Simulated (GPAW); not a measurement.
# One shape, several levels: GeCl2 (SMILES [Cl][Ge][Cl])

We compute a comparison of 3 runs (LDA (PW92)/sz(dzp), vdW-DF/sz(dzp), LDA (PW92)/dzp) of GeCl2. 

Program for the calculation: GPAW 26.7.0.

5 further runs of the same task are left out: 2 that didn't finish, 3 set aside as unsound or not needed.

**1. The structure to begin with**

GeCl2 has 3 atoms, charge 0, and is taken as a singlet. SMILES: `[Cl][Ge][Cl]`. The shape comes from GFN2-xTB, which is rough for such elements, and wasn't checked as a minimum.

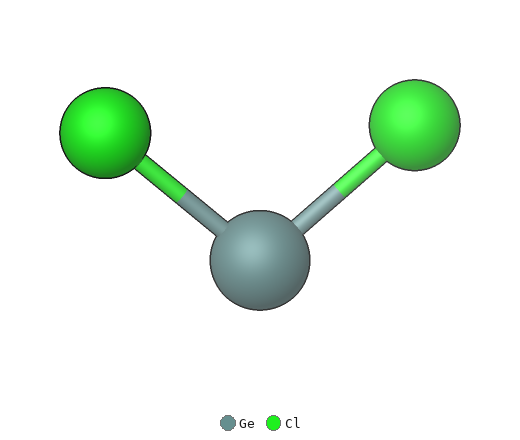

Viewed from a chosen angle; germanium teal, chlorine green.

**2. The solvation energy at LDA (PW92)/sz(dzp) (scalar-relativistic datasets, continuum, electrostatics alone, water's cavity DMSO) (run 1)**

Input file Cl2Ge.xyz:

```xyz
3

Ge     0.004890    -0.007110    -0.931180
Cl     1.647840    -0.018820     0.474730
Cl    -1.652730     0.025930     0.456450
```

Input file solv.py:

```python
import numpy as np
from ase.io import read
from ase.units import Debye, kcal, mol
from gpaw import GPAW
from gpaw.solvation import EffectivePotentialCavity, GradientSurface, LinearDielectric, Power12Potential, SolvationGPAW
from gpaw.utilities.adjust_cell import adjust_cell

molecule = read('Cl2Ge.xyz')
adjust_cell(molecule, 5.0, h=0.2)

calc = GPAW(mode='lcao',
            legacy_gpaw=True,
            xc='LDA',
            basis='sz(dzp)',
            h=0.2,
            maxiter=150,
            txt='-')
molecule.calc = calc
e_gas = molecule.get_potential_energy()
mu_gas = np.linalg.norm(molecule.get_dipole_moment()) / Debye

# Dielectric constant of DMSO; cavity of the water model, electrostatics alone
solvent = dict(cavity=EffectivePotentialCavity(effective_potential=Power12Potential(atomic_radii={'H': 1.09}, u0=0.18),
                                               temperature=298.15, surface_calculator=GradientSurface()),
               dielectric=LinearDielectric(epsinf=46.7),
               interactions=[])
calc = SolvationGPAW(mode='lcao',
                     basis='sz(dzp)',
                     h=0.2,
                     xc='LDA',
                     maxiter=150,
                     txt='-',
                     **solvent)
molecule.calc = calc
e_sol = molecule.get_potential_energy()
mu_sol = np.linalg.norm(molecule.get_dipole_moment()) / Debye
dg = (e_sol - e_gas) / (kcal / mol)
print(f'Electrostatic solvation energy: {dg:.2f} kcal/mol')
print(f'Dipole {mu_gas:.3f} D in gas, {mu_sol:.3f} D in solution')
```

Started as:

```bash
$ python3 solv.py
```

Log:

```text
[...]
    cutoffs:
[...]
  Total Charge: 0.000000
[...]
Number of atoms: 3
[...]
Number of bands in calculation: 12
Number of valence electrons: 18
[...]
iter:   1 hh:mm:ss    -8.652731        c
[...]
Converged after 9 iterations.
Dipole moment: (0.001524, -0.002550, -0.332428) |e|*Ang
[...]
Fermi level: -5.36276
[...]
      Finite-difference x-derivative with O(h^6) error (6 points)
      Finite-difference y-derivative with O(h^6) error (6 points)
      Finite-difference z-derivative with O(h^6) error (6 points)
    Max iterations: 1000
[...]
iter:   8 hh:mm:ss    -7.681939c       c -4.24c
Converged after 8 iterations.
Dipole moment: (0.002050, -0.003402, -0.445565) |e|*Ang
Energy contributions relative to reference atoms: (reference = -82056.076981)
Kinetic:        +40.904836
Potential:      -36.138641
External:        +0.000000
XC:             -12.608466
Entropy (-ST):   +0.000000
Local:           +0.160331
--------------------------
Free energy:     -7.681939
Extrapolated:    -7.681939
Solvation cavity surface area: 126.87043
Solvation cavity volume: not calculated (no calculator defined)
 Band  Eigenvalues  Occupancy
    0    -20.88735    2.00000
    1    -19.92325    2.00000
    2    -13.16425    2.00000
    3     -9.28135    2.00000
    4     -8.40295    2.00000
    5     -8.37019    2.00000
    6     -7.46948    2.00000
    7     -7.05682    2.00000
    8     -6.59863    2.00000
    9     -3.53904    0.00000
   10     -0.52517    0.00000
   11     -0.45912    0.00000
Fermi level: -5.06884
Gap: 3.060 eV
Transition (v -> c):
  (s=0, k=0, n=8, [0.00, 0.00, 0.00]) -> (s=0, k=0, n=9, [0.00, 0.00, 0.00])
No difference between direct/indirect transitions
Electrostatic solvation energy: -3.15 kcal/mol
Dipole 1.597 D in gas, 2.140 D in solution
```

It took 23 s on 1 thread of Arm Neoverse V2, shared host; peak memory 0.6 GiB.

**3. The charge distribution at vdW-DF/sz(dzp) (scalar-relativistic datasets) (run 2)**

Cl2Ge.xyz is that of step 2.

Input file Cl2Ge_sp.py:

```python
import numpy as np
from ase.io import read
from ase.units import Debye
from gpaw import GPAW
from gpaw.utilities.adjust_cell import adjust_cell

mol = read("Cl2Ge.xyz")
adjust_cell(mol, 4.5, h=0.18)

calc = GPAW(mode="lcao",
            occupations={"name": "fermi-dirac", "width": 0.01},
            h=0.18,
            maxiter=100,
            basis="sz(dzp)",
            xc={"name": "vdW-DF", "backend": "libvdwxc"},
            txt="-")
mol.calc = calc

energy = mol.get_potential_energy()
print(f"Energy                  {energy:.5f} eV")
dipole = mol.get_dipole_moment() / Debye
print(f"Dipole: {np.linalg.norm(dipole):.3f} D")
homo, lumo = calc.get_homo_lumo()
print(f"HOMO: {homo:.3f} eV")
print(f"LUMO = {lumo:.3f} eV")
print(f"Gap: {lumo - homo:.3f} eV")
```

Started as:

```bash
$ python Cl2Ge_sp.py
```

Log:

```text
[...]
Number of symmetries: 1
[...]
  Number of IBZ points: 1
[...]
basis functions: 12
Spin-components: 1 (collinear spins)
Bands:           12
[...]
  Valence electrons: 18.0
[...]
  Grid points: [72 52 60]
  Charge: 0.0  # |e|
[...]
    cutoffs:
[...]
occupation numbers:
  Fermi-Dirac:
[...]
xc functional:
  name: vdW-DF with libvdwxc
[...]
|iter     |     time |      energy | eigst |  dens |
[...]
|iter:   1| 00:00:06 |  -75.803366 |      c|       |
[...]
|iter:   8| 00:00:19 |  -74.425663c|      c| -4.49c|
Converged in 8 steps
[...]
Energy contributions relative to reference atoms: (reference = -82217.741757)
Energy contributions:
  Kinetic:          51.666288
  Coulomb:         -46.511193
  Zero:              0.161038
  External:          0.000000
  Xc:              -79.741797
  Entropy:          -0.000000
  Spinorbit:         0.000000
  ----------------------------
  Free energy:     -74.425663
  Extrapolated:    -74.425663
dipole moment: (0.001916, -0.003034, -0.395197)  # |e|*Ang
Fermi level: -4.649
Eigenvalues  # (at kpt = [0.000, 0.000, 0.000])
| band index |      eig [eV] | occ [0-2] |
|------------|---------------|-----------|
|          0 |       -21.070 |     2.000 |
|          1 |       -20.164 |     2.000 |
|          2 |       -13.187 |     2.000 |
|          3 |        -9.303 |     2.000 |
|          4 |        -8.512 |     2.000 |
|          5 |        -8.488 |     2.000 |
|          6 |        -7.604 |     2.000 |
|          7 |        -7.159 |     2.000 |
|          8 |        -6.755 |     2.000 |
|          9 |        -3.831 |     0.000 |
|         10 |        -0.592 |     0.000 |
|         11 |        -0.576 |     0.000 |
Gap: 2.924 eV
Transition (v -> c):
[...]
vacuum-level: 0.000  # V
Energy                  -74.42566 eV
Dipole: 1.898 D
HOMO: -6.755 eV
LUMO = -3.831 eV
Gap: 2.924 eV
```

Run time: 20 s. Hardware: 1 thread of Arm Neoverse V2, shared host; peak memory 1.2 GiB.

**4. Energy and one-electron properties at LDA (PW92)/dzp (scalar-relativistic datasets) (run 3)**

Input file mol.xyz:

```xyz
3

Ge     0.004890    -0.007110    -0.931180
Cl     1.647840    -0.018820     0.474730
Cl    -1.652730     0.025930     0.456450
```

Input file calc.py:

```python
import numpy as np
from ase.io import read
from ase.units import Debye
from gpaw import GPAW

molecule = read("mol.xyz")
molecule.center(vacuum=4.5)

calc = GPAW(mode="lcao", basis="dzp", h=0.2, xc="LDA", maxiter=100, txt="-")
molecule.calc = calc

energy = molecule.get_potential_energy()
print(f"Energy: {energy:.5f} eV")
forces = molecule.get_forces()
print("Forces (eV/Ang)")
for symbol, f in zip(molecule.symbols, forces):
    print(f'{symbol:2} {f[0]:9.4f} {f[1]:9.4f} {f[2]:9.4f}')
dipole = molecule.get_dipole_moment() / Debye
print(f"Dipole: {np.linalg.norm(dipole):.3f} D")
homo, lumo = calc.get_homo_lumo()
print(f"HOMO                    {homo:.3f} eV")
print(f"LUMO = {lumo:.3f} eV")
print(f"Gap                     {lumo - homo:.3f} eV")
```

Started as:

```bash
$ python3 -u calc.py | tee calc.out
```

Log:

```text
[...]
Number of symmetries: 1
[...]
  Number of IBZ points: 1
[...]
basis functions: 39
Spin-components: 1 (collinear spins)
Bands:           12
[...]
  Valence electrons: 18.0
[...]
  Grid points: [60 44 52]
  Charge: 0.0  # |e|
[...]
    cutoffs:
[...]
occupation numbers:
  # Zero width
[...]
xc functional:
  name: None
[...]
|iter     |     time |      energy | eigst |  dens |
[...]
|iter:   1| 00:00:02 |   -9.746105 |      c|       |
[...]
|iter:   8| 00:00:03 |   -9.399218c|      c| -4.33c|
Converged in 8 steps
[...]
Energy contributions relative to reference atoms: (reference = -82056.076981)
Energy contributions:
  Kinetic:          24.962918
  Coulomb:         -22.944171
  Zero:              0.180672
  External:          0.000000
  Xc:              -11.598638
  Entropy:           0.000000
  Spinorbit:         0.000000
  ----------------------------
  Free energy:      -9.399218
  Extrapolated:     -9.399218
dipole moment: (0.001385, -0.002634, -0.341437)  # |e|*Ang
Fermi level: -5.175
Eigenvalues  # (at kpt = [0.000, 0.000, 0.000])
| band index |      eig [eV] | occ [0-2] |
|------------|---------------|-----------|
|          0 |       -20.645 |     2.000 |
|          1 |       -19.913 |     2.000 |
|          2 |       -13.110 |     2.000 |
|          3 |        -9.491 |     2.000 |
|          4 |        -8.505 |     2.000 |
|          5 |        -8.453 |     2.000 |
|          6 |        -7.684 |     2.000 |
|          7 |        -7.233 |     2.000 |
|          8 |        -6.747 |     2.000 |
|          9 |        -3.603 |     0.000 |
|         10 |        -0.639 |     0.000 |
|         11 |        -0.609 |     0.000 |
Gap: 3.144 eV
Transition (v -> c):
[...]
Forces (eV/Ang)
Ge    0.0050   -0.0064   -0.6616
Cl    0.4520    0.0083    0.3296
Cl   -0.4632   -0.0074    0.3454
Dipole: 1.640 D
HOMO                    -6.747 eV
LUMO = -3.603 eV
Gap                     3.144 eV
```

It took 3.6 s on 1 thread of Arm Neoverse V2, shared host; peak memory 0.38 GiB.

**5. All runs side by side**

| run | level | task | grid spacing | energy (Eh) | dipole moment (D) | HOMO energy (eV) | LUMO energy (eV) | wall time |
| --- | --- | --- | --- | --- | --- | --- | --- | --- |
| 1 | LDA (PW92)/sz(dzp) (scalar-relativistic datasets, continuum, electrostatics alone, water's cavity DMSO) | solvation | 0.2 | -3015.787515 | 2.14 | -6.60 | -3.54 | 23 s |
| 2 | vdW-DF/sz(dzp) (scalar-relativistic datasets) | properties | 0.18 | -3024.181373 | 1.90 | -6.76 | -3.83 | 20 s |
| 3 | LDA (PW92)/dzp (scalar-relativistic datasets) | properties | 0.2 | -3015.850624 | 1.64 | -6.75 | -3.60 | 3.6 s |

**6. What came out**

```
                                                                     quantity       value
run 3, LDA (PW92)/dzp: energy as printed (from the program's reference atoms)  -9.3992 eV
                                         run 3, LDA (PW92)/dzp: dipole moment      1.64 D
                                           run 3, LDA (PW92)/dzp: HOMO energy    -6.75 eV
                                           run 3, LDA (PW92)/dzp: LUMO energy    -3.60 eV
                                         run 3, LDA (PW92)/dzp: HOMO–LUMO gap     3.14 eV
```

**Reading.** The dipole moment (its size) runs from 1.64 D (LDA (PW92)/dzp) to 2.14 D (LDA (PW92)/sz(dzp)). The two ends differ in basis and solvent. The HOMO–LUMO gap runs from 2.92 eV (vdW-DF/sz(dzp)) to 3.14 eV (LDA (PW92)/dzp). The two ends differ in method and basis. Totals of different functionals can't be ranked against each other. All runs together took 47 s, the longest 23 s.
